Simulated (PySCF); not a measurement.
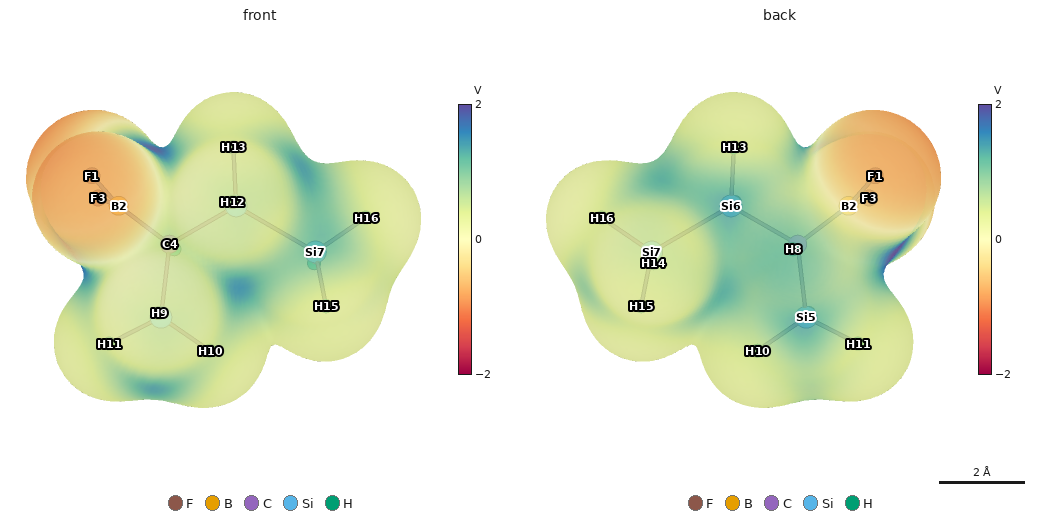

The picture shows: CH9BF2Si3. The molecular electrostatic potential painted on the density surface at 0.002 e/bohr³, seen from the front and from behind; the colour scale runs from red (negative) to blue (positive).

Geometry: GFN2-xTB.

These are results of PBE0/pcSseg-1, SCF density, gas phase, non-relativistic (PySCF), not measurements.

```
atom    x (Å)    y (Å)    z (Å)
   F  -2.1668   2.4817  -0.7807
   B  -1.8761   1.4019  -0.0672
   F  -2.6219   1.2896   1.0253
   C  -0.7583   0.4043  -0.4284
  Si  -1.3635  -1.4046  -0.3661
  Si   0.7201   0.7300   0.7658
  Si   2.5826  -0.4193   0.0236
   H  -0.3957   0.6099  -1.4390
   H  -1.7674  -1.7589   0.9935
   H  -0.2471  -2.2490  -0.8043
   H  -2.4986  -1.5797  -1.2774
   H   0.2837   0.3735   2.1233
   H   0.9506   2.1858   0.8044
   H   2.8753  -0.2082  -1.3986
   H   2.5013  -1.8697   0.2165
   H   3.7743   0.0214   0.7520
```

> Which sites attract a positive test charge, and which a negative one?

A positive charge is drawn to the negative regions and a negative charge to the positive ones. The most negative region (about −0.9 V) lies over F1 and F3, the most positive (about +1.9 V) over B2.

> How polar is the molecule by this calculation?

Its dipole moment is 1.84 D.
